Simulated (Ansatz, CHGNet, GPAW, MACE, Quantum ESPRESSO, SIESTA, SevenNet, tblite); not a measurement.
## SIESTA runs on Ru(0001) slab (54 atoms)

Wanted: SIESTA inputs and outputs for Ru(0001) slab (54 atoms), checked against a plane-wave reference.

Program: SIESTA 5.4.2. Level of theory: the method is named at each step. Results are calculated unless marked as measured.

## Step 1: Set-up

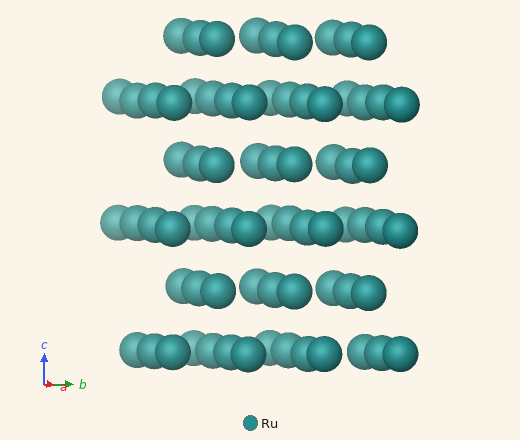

Start, viewed from the side, with the c axis up; ruthenium teal. Some periodic images of atoms are drawn too.

The cell holds 54 atoms: 54 Ru. Cell: a = 8.118 Å, b = 8.118 Å, c = 22.705 Å, α = 90.0°, β = 90.0°, γ = 60.0°. It derives from Ru (hcp). Hcp Ru (a = 2.706 Å, c = 4.282 Å), (0001) slab of 3 repeat layers, 3 x 3 surface cells, 12 Å of vacuum; not relaxed, displaced by a Gaussian of 0.02 Å. Then every atom was moved at random, 0.02 Å r.m.s. a Cartesian component. Vacuum lies along c.

The yardstick, on the same geometry:

* method: Kohn-Sham DFT, PBE, SSSP efficiency 1.3.0 pseudopotentials, plane waves (Quantum ESPRESSO 7.5); sssp-pbe-1.3.0-efficiency, cutoffs 45/360 Ry, Γ point
* r.m.s. force component: 0.5481 eV/Å
* longest force: 1.409 eV/Å
* time: 3.4 min on 4 MPI ranks of Arm Neoverse V1, shared host
* CPU time: 14 min

## Step 2: PBE, DZP, shift 0.01 Ry, mesh 300 Ry

Method: Kohn-Sham DFT, PBE, PseudoDojo 0.4.1 norm-conserving pseudopotentials (converted to PSML), numerical atomic orbitals (DZP), diagonalisation.

The .psml files are PseudoDojo norm-conserving potentials that we converted to this format, checked against plane waves on the same files for H, C, O, Si, Ge and Ca alone.

input.fdf

```
SystemLabel cell
NumberOfAtoms 54
NumberOfSpecies 1
%block ChemicalSpeciesLabel
  1 44 Ru
%endblock ChemicalSpeciesLabel
LatticeConstant 1.0 Ang
%block LatticeVectors
  8.11800 0.00000 0.00000
  4.05900 7.03039 0.00000
  0.00000 0.00000 22.70500
%endblock LatticeVectors
PAO.BasisSize DZP
PAO.EnergyShift 0.01 Ry
XC.Functional GGA
XC.Authors PBE
MeshCutoff 300 Ry
%block kgrid_Monkhorst_Pack
  1 0 0 0.0
  0 1 0 0.0
  0 0 1 0.0
%endblock kgrid_Monkhorst_Pack
SolutionMethod diagon
OccupationFunction FD
ElectronicTemperature 580 K
SCF.Mixer.Method Pulay
SCF.Mixer.Weight 0.05
SCF.Mixer.History 8
SCF.Mix Hamiltonian
MaxSCFIterations 300
SCF.DM.Tolerance 1e-04
SCF.H.Tolerance 1.0e-3 eV
WriteForces T
Write.HirshfeldPop T
Write.VoronoiPop T
Write.DM F
Write.H F
XML.Write F
AtomicCoordinatesFormat Fractional
%block AtomicCoordinatesAndAtomicSpecies
  0.99092 0.00056 0.26610 1
  0.88787 0.22409 0.35782 1
  0.99900 0.99781 0.45180 1
  0.90044 0.21479 0.54758 1
  0.99714 0.00513 0.64165 1
  0.89726 0.21691 0.73753 1
  0.33602 0.00071 0.26332 1
  0.21877 0.23178 0.35907 1
  0.33514 0.00184 0.45439 1
  0.22534 0.22212 0.54949 1
  0.33521 0.00080 0.63876 1
  0.22245 0.22124 0.73592 1
  0.99991 0.33013 0.26387 1
  0.89159 0.55894 0.35810 1
  0.00236 0.33247 0.45270 1
  0.88584 0.56010 0.54964 1
  0.99620 0.33631 0.64324 1
  0.88872 0.56120 0.73318 1
  0.66808 0.99687 0.26456 1
  0.54905 0.22165 0.35883 1
  0.66217 0.00266 0.45470 1
  0.55156 0.22680 0.54678 1
  0.66271 0.00309 0.64205 1
  0.55774 0.22467 0.73592 1
  0.32892 0.33546 0.26304 1
  0.22557 0.55380 0.35959 1
  0.33380 0.33052 0.45421 1
  0.22071 0.55964 0.54834 1
  0.33130 0.33422 0.64286 1
  0.21966 0.55513 0.73714 1
  0.00146 0.66346 0.26524 1
  0.89562 0.88409 0.35671 1
  0.99785 0.67072 0.45388 1
  0.89092 0.89076 0.54908 1
  0.99876 0.66655 0.64148 1
  0.89186 0.88651 0.73407 1
  0.66479 0.33455 0.26389 1
  0.54992 0.55471 0.35717 1
  0.66128 0.34012 0.45480 1
  0.54783 0.55761 0.54795 1
  0.66736 0.33786 0.64281 1
  0.55411 0.55850 0.73497 1
  0.32827 0.66775 0.26466 1
  0.21940 0.89112 0.35775 1
  0.32757 0.67240 0.45598 1
  0.21882 0.89191 0.54772 1
  0.33148 0.67189 0.64213 1
  0.22822 0.88572 0.73507 1
  0.66358 0.67429 0.26232 1
  0.56228 0.88401 0.35649 1
  0.66396 0.67028 0.45250 1
  0.54749 0.89681 0.54503 1
  0.66357 0.66919 0.64250 1
  0.55823 0.88827 0.73532 1
%endblock AtomicCoordinatesAndAtomicSpecies
```

On the command line:

```sh
$ OMP_NUM_THREADS=1 mpirun -np 2 siesta < input.fdf > output.txt
```

The log of the run:

```text
Version         : 5.4.2
reinit: System Name:
reinit: System Label: cell
initatom: Reading input for the pseudopotentials and atomic orbitals ----------
Species number:   1 Atomic number:   44 Label: Ru
Ground state valence configuration (from tables):   5s01  5p00  4d07  4f00
---- Processing specs for species: Ru
GGA--PBE XC_GGA_X_PBE--XC_GGA_C_PBE pb
Semicore shell(s) with  8 electrons included in the valence for Ru
Semicore shell(s): 4s 4p
Fallback to non-perturbative polarization scheme for Ru
Please see the manual if this is not desired in principle
Ru pseudopotential only contains V_ls up to l=2 -- lmxkb reset.
Using PAO.SplitTailNorm
%block ChemicalSpeciesLabel
    1   44 Ru                      # Species index, atomic number, species label
%endblock ChemicalSpeciesLabel
%block PAO.Basis                 # Define Basis set
Ru                    5                    # Species label, number of l-shells
 n=4   0   1                         # n, l, Nzeta
   2.727
   1.000
 n=5   0   2                         # n, l, Nzeta
   7.474      5.557
   1.000      1.000
 n=4   1   1                         # n, l, Nzeta
   3.094
   1.000
 n=5   1   1                         # n, l, Nzeta
   7.474
   1.000
 n=4   2   2                         # n, l, Nzeta
   5.027      3.370
   1.000      1.000
%endblock PAO.Basis
coor:   Atomic-coordinates input format  =     Fractional
siesta: System type = slab
initatomlists: Number of atoms, orbitals, and projectors:     54  1026   972
siesta: ******************** Simulation parameters ****************************
Total number of electrons:   864.000000
Total ionic charge:   864.000000
 Kpoints in:            1 . Kpoints trimmed:            1
siesta: k-grid: Number of k-points = 1
siesta: k-points from Monkhorst-Pack grid
siesta: k-cutoff (effective) =     4.059 Ang
siesta: k-point supercell and displacements
siesta: k-grid:     1     0     0      0.000
siesta: k-grid:     0     1     0      0.000
siesta: k-grid:     0     0     1      0.000
                     ====================================
                        Single-point calculation
                     ====================================
outcell: Unit cell vectors (Ang):
        8.118000    0.000000    0.000000
        4.059000    7.030390    0.000000
        0.000000    0.000000   22.705000
outcell: Cell vector modules (Ang)   :    8.118000    8.117996   22.705000
outcell: Cell angles (23,13,12) (deg):     90.0000     90.0000     60.0000
outcell: Cell volume (Ang**3)        :   1295.8358
Gamma-point calculation with interaction between periodic images
Gamma-point calculation with interaction between periodic images
Some features might not work optimally:
Some features might not work optimally:
e.g. DM initialization from atomic data
e.g. DM initialization from atomic data
new_DM -- step:     1
Initializing Density Matrix...
Attempting to read DM from file... Failed...
DM filled with atomic data:
InitMesh: MESH = 80 x 80 x 240 = 1536000
InitMesh: Mesh cutoff (required, used) =   300.000   308.803 Ry
stepf: Fermi-Dirac step function
        iscf     Eharris(eV)        E_KS(eV)     FreeEng(eV)     dDmax    Ef(eV) dHmax(eV)
   scf:    1  -147403.540449  -148180.144982  -148181.160134  0.917931 -0.927545 37.545133
   scf:    2  -145281.497459  -147450.011919  -147450.433853  1.084437 -1.839356 74.301568
   scf:    3  -147584.077630  -148218.473301  -148219.451537  1.091231 -1.531749 36.537514
   scf:    4  -147744.158314  -148138.315651  -148139.256599  0.484648 -1.625780 42.072251
   scf:    5  -148445.789218  -148355.304567  -148356.390943  0.493358 -2.389891 17.952521
   scf:    6  -148421.244299  -148404.998423  -148406.033491  0.224560 -3.390975  5.149655
   scf:    7  -148409.459798  -148408.022250  -148409.065586  0.054957 -3.359709  4.178831
   scf:    8  -148408.879249  -148412.917989  -148413.994117  0.148180 -3.252995  8.568690
   scf:    9  -148425.418524  -148420.654293  -148421.730494  0.116210 -3.437936  4.853155
   scf:   10  -148424.480074  -148423.404650  -148424.473058  0.054383 -3.585482  1.320445
   scf:   11  -148423.599152  -148423.566439  -148424.632114  0.015096 -3.637810  0.171902
   scf:   12  -148423.577440  -148423.573969  -148424.639606  0.002146 -3.637350  0.116140
[...]
scf:   22  -148423.594046  -148423.594471  -148424.666830  0.000565 -3.595814  0.014252
   scf:   23  -148423.593635  -148423.594063  -148424.666886  0.000415 -3.594760  0.003887
   scf:   24  -148423.593878  -148423.593971  -148424.666891  0.000083 -3.594585  0.001213
   scf:   25  -148423.593930  -148423.593951  -148424.666892  0.000041 -3.594680  0.001411
   scf:   26  -148423.593919  -148423.593935  -148424.666894  0.000040 -3.594783  0.000947
SCF Convergence by DM+H criterion
max |DM_out - DM_in|         :     0.0000397917
max |H_out - H_in|      (eV) :     0.0009471573
SCF cycle converged after 26 iterations
Using DM_out to compute the final energy and forces
siesta: E_KS(eV) =          -148423.5939
siesta: E_KS - E_eggbox =   -148423.5939
siesta: Atomic forces (eV/Ang):
     1    0.192661    0.663895    0.899730
     2    0.070996   -0.144789   -0.895443
     3   -0.093851   -0.159628   -0.042732
     4   -0.198687    0.475016   -0.632219
     5    0.118873   -0.172954    1.223231
     6   -0.146363   -0.289934   -1.254757
     7    0.332834    0.074942    1.237792
     8   -0.206374   -0.393948   -0.698049
     9   -0.029655    0.416003   -0.640113
    10   -0.461424    0.269598   -0.447096
    11    0.275149   -0.214222    1.321604
    12   -0.103341    0.078165   -0.915457
[...]
50   -0.105666   -0.066561   -0.712146
    51   -0.265459   -0.788102    0.186677
    52    0.755643   -0.889317    0.223329
    53   -0.386632    0.427354    0.630318
    54   -0.065971    0.085839   -0.912032
----------------------------------------
   Tot   -0.043172   -0.050683   -0.102766
----------------------------------------
   Max    1.321604
   Res    0.520327    sqrt( Sum f_i^2 / 3N )
----------------------------------------
   Max    1.321604    constrained
Stress tensor Voigt[x,y,z,yz,xz,xy] (kbar):     -130.38     -131.44       60.00        0.17        1.78       -0.36
(Free)E + p*V (eV/cell)  -148370.2554
Target enthalpy (eV/cell)  -148424.6669
siesta: Program's energy decomposition (eV):
siesta: Ebs     =    -26396.397765
siesta: Eions   =    227039.478501
siesta: Ena     =     42231.505742
siesta: Ekin    =     47811.453967
siesta: Enl     =     11354.707584
siesta: DEna    =      2173.523481
siesta: DUscf   =        76.077247
siesta: Ex      =    -23472.445310
siesta: Ec      =     -1558.938145
siesta: Exc     =    -25031.383454
siesta: Eharris =   -148423.593919
siesta: Etot    =   -148423.593935
siesta: FreeEng =   -148424.666894
siesta: Final energy (eV):
siesta:  Band Struct. =  -26396.397765
siesta:       Kinetic =   47811.453967
siesta:       Hartree =  447090.169659
siesta:         Exch. =  -23472.445310
siesta:         Corr. =   -1558.938145
siesta:   Exch.-corr. =  -25031.383454
siesta:  Ion-electron = -947850.398617
siesta:       Ion-ion =  329556.564510
siesta:         Total = -148423.593935
siesta:         Fermi =      -3.594783
siesta: Stress tensor (static) (eV/Ang**3):
siesta:    -0.081377   -0.000226    0.001110
siesta:    -0.000226   -0.082041    0.000108
siesta:     0.001110    0.000108    0.037450
siesta: Cell volume =       1295.835790 Ang**3
siesta: Pressure (static):
siesta:                Solid            Molecule  Units
siesta:           0.00045732          0.00062641  Ry/Bohr**3
siesta:           0.04198946          0.05751402  eV/Ang**3
siesta:          67.27453933         92.14762138  kBar
    Orbital volume contribution        =          51.128781 eV
    (Free)E + p_basis*V_orbitals       =     -148373.538113 eV
    (Free)Eharris+ p_basis*V_orbitals  =     -148373.538097 eV
siesta: Electric dipole (a.u.)  =    0.000000   -0.000000    0.011411
siesta: Electric dipole (Debye) =    0.000000   -0.000000    0.029003
Hirshfeld Atomic Populations:
Atom #   charge [q] valence [e]  Species
     1    -0.007376   16.007376  Ru
     2     0.005259   15.994741  Ru
     3    -0.000857   16.000857  Ru
     4    -0.001230   16.001230  Ru
     5     0.007509   15.992491  Ru
     6    -0.009866   16.009866  Ru
     7    -0.009059   16.009059  Ru
     8     0.009453   15.990547  Ru
     9     0.002942   15.997058  Ru
    10     0.004442   15.995558  Ru
    11     0.009388   15.990612  Ru
    12    -0.008834   16.008834  Ru
[...]
--------------------
 Total    -0.000059
Voronoi Atomic Populations:
Atom #   charge [q] valence [e]  Species
[...]
50     0.005452   15.994548  Ru
    51     0.005034   15.994966  Ru
    52     0.006161   15.993839  Ru
    53     0.009359   15.990641  Ru
    54    -0.018719   16.018719  Ru
--------------------
 Total    -0.000061
```

The job ended after 3 min (2 MPI ranks of Arm Neoverse V1, shared host; peak memory 1.2 GiB).

Banners, paths, timers and routine set-up lines are dropped from the logs unmarked, and long logs keep their key lines alone; longer cuts are marked.

Numbers from this run, and their distance from the reference:

```yaml
r_m_s_force_component: 0.5203 eV/Å
r_m_s_difference_of_force_components: 91.79 meV/Å
longest_difference_of_force_vectors: 282.6 meV/Å
force_difference_over_r_m_s_force: 16.75 %
slope_of_forces_against_the_reference_s: 0.9365
correlation_of_force_components: 0.9866
```

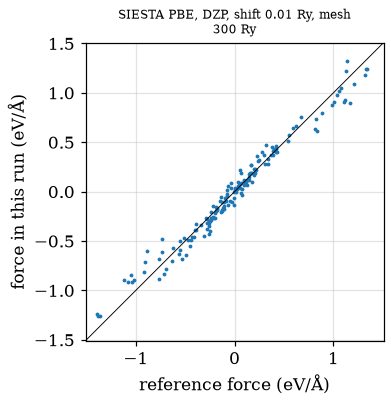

Force components against those of the reference; the line marks equality.

Local excerpt of 13 atoms (numbers count through the whole input) about Ru11, which bears the longest force; x, y, z are measured from there.

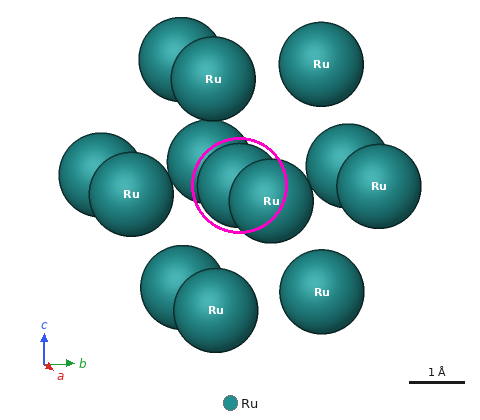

The atoms of the table, within 2.7 Å (arrows a, b, c point along x, y, z); some may hide others; the central atom is ringed.

| atom | x | y | z | distance (Å) | bonds | Hirshfeld charge (e) | Fx | Fy | Fz (eV/Å) |
| --- | --- | --- | --- | --- | --- | --- | --- | --- | --- |
| Ru11 | 0.00 | 0.00 | 0.00 | 0.00 | 12 | 0.01 | 0.28 | -0.21 | 1.32 |
| Ru10 | 0.01 | 1.56 | -2.03 | 2.56 | 12 | 0.00 | -0.46 | 0.27 | -0.45 |
| Ru52 | 1.30 | -0.73 | -2.13 | 2.60 | 12 | 0.00 | 0.76 | -0.89 | 0.22 |
| Ru46 | -1.39 | -0.77 | -2.07 | 2.60 | 12 | 0.01 | -0.33 | 0.40 | -0.27 |
| Ru23 | 2.67 | 0.02 | 0.07 | 2.67 | 12 | 0.01 | -0.09 | 0.18 | 0.88 |
| Ru53 | 1.32 | -2.33 | 0.08 | 2.68 | 12 | 0.01 | -0.39 | 0.43 | 0.63 |
| Ru47 | -1.37 | -2.31 | 0.08 | 2.69 | 12 | 0.01 | -0.34 | -0.32 | 1.04 |
| Ru48 | -1.34 | -0.81 | 2.19 | 2.69 | 9 | -0.01 | -0.10 | 0.31 | -0.61 |
| Ru29 | 1.32 | 2.34 | 0.09 | 2.69 | 12 | 0.01 | 0.23 | 0.03 | 1.02 |
| Ru54 | 1.35 | -0.79 | 2.19 | 2.70 | 9 | -0.01 | -0.07 | 0.09 | -0.91 |
| Ru12 | -0.02 | 1.55 | 2.21 | 2.70 | 9 | -0.01 | -0.10 | 0.08 | -0.92 |
| Ru5 | -2.73 | 0.03 | 0.07 | 2.73 | 12 | 0.01 | 0.12 | -0.17 | 1.22 |
| Ru17 | -1.39 | 2.36 | 0.10 | 2.74 | 12 | 0.01 | 0.02 | -0.30 | 0.80 |

Forces lie 17 % from the reference's, at 0.44 times its CPU time (on 2 against 4 cores).

## Step 3: PBE, TZP, shift 0.01 Ry, mesh 300 Ry

Method: Kohn-Sham DFT, PBE, PseudoDojo 0.4.1 norm-conserving pseudopotentials (converted to PSML), numerical atomic orbitals (TZP), diagonalisation.

input.fdf: that of step 2 with these lines changed.

```diff
@@ -12,3 +12,3 @@
 %endblock LatticeVectors
-PAO.BasisSize DZP
+PAO.BasisSize TZP
 PAO.EnergyShift 0.01 Ry
```

The log of the run:

```text
Version         : 5.4.2
reinit: System Name:
reinit: System Label: cell
initatom: Reading input for the pseudopotentials and atomic orbitals ----------
Species number:   1 Atomic number:   44 Label: Ru
Ground state valence configuration (from tables):   5s01  5p00  4d07  4f00
---- Processing specs for species: Ru
GGA--PBE XC_GGA_X_PBE--XC_GGA_C_PBE pb
Semicore shell(s) with  8 electrons included in the valence for Ru
Semicore shell(s): 4s 4p
Fallback to non-perturbative polarization scheme for Ru
Please see the manual if this is not desired in principle
[... lines left out ...]
stepf: Fermi-Dirac step function
        iscf     Eharris(eV)        E_KS(eV)     FreeEng(eV)     dDmax    Ef(eV) dHmax(eV)
[... lines left out ...]
SCF Convergence by DM+H criterion
[... lines left out ...]
SCF cycle converged after 28 iterations
[... lines left out ...]
   Max    1.314745
[... lines left out ...]
   Max    1.314745    constrained
Stress tensor Voigt[x,y,z,yz,xz,xy] (kbar):     -124.64     -125.50       65.86        0.18        1.75       -0.22
[... lines left out ...]
siesta: FreeEng =   -148428.160448
[... lines left out ...]
siesta:         Corr. =   -1559.026100
siesta:   Exch.-corr. =  -25032.554931
siesta:  Ion-electron = -947860.765896
siesta:       Ion-ion =  329556.564510
siesta:         Total = -148427.080294
siesta:         Fermi =      -3.581759
siesta: Stress tensor (static) (eV/Ang**3):
siesta:    -0.077796   -0.000135    0.001092
siesta:    -0.000135   -0.078331    0.000109
siesta:     0.001092    0.000109    0.041105
siesta: Cell volume =       1295.835790 Ang**3
siesta: Pressure (static):
siesta:                Solid            Molecule  Units
siesta:           0.00041758          0.00059949  Ry/Bohr**3
siesta:           0.03834068          0.05504241  eV/Ang**3
siesta:          61.42854204         88.18766174  kBar
    Orbital volume contribution        =          63.352740 eV
    (Free)E + p_basis*V_orbitals       =     -148364.807708 eV
    (Free)Eharris+ p_basis*V_orbitals  =     -148364.807677 eV
siesta: Electric dipole (a.u.)  =    0.000000   -0.000000    0.013583
siesta: Electric dipole (Debye) =    0.000000   -0.000000    0.034524
Hirshfeld Atomic Populations:
Atom #   charge [q] valence [e]  Species
     1    -0.008779   16.008779  Ru
     2     0.006549   15.993451  Ru
     3    -0.000817   16.000817  Ru
[...]
--------------------
 Total    -0.000065
Voronoi Atomic Populations:
Atom #   charge [q] valence [e]  Species
[...]
53     0.012729   15.987271  Ru
    54    -0.021583   16.021583  Ru
--------------------
 Total    -0.000067
```

It took 4.6 min on 2 MPI ranks; peak memory 1.4 GiB.

Compared with the plane-wave run:

```
r.m.s. force component                  : 0.53 eV/Å
r.m.s. difference of force components   : 69.82 meV/Å
longest difference of force vectors     : 228.7 meV/Å
force difference over r.m.s. force      : 12.74 %
slope of forces against the reference's : 0.9594
correlation of force components         : 0.9922
```

Against the first run (17 %), the force difference from the reference is 13 %, at 1.5 times the CPU time, with 1350 basis functions against 1026: the larger basis brings the forces nearer.

(Continued in part 2 of 2.)

[Also dropped from logs without a mark: logging warnings of Python, and SIESTA's first energy breakdown and zero terms.]

[Logs are printed without paths, hosts, clocks, repeated set-up lines and the standing remarks that a program may print on its own settings, such as how far it seeks lower states.]

[Hosts, paths, dates, database ids (printed as entryN), source tags and the programs' standing remarks are cut or masked in the printed files.]
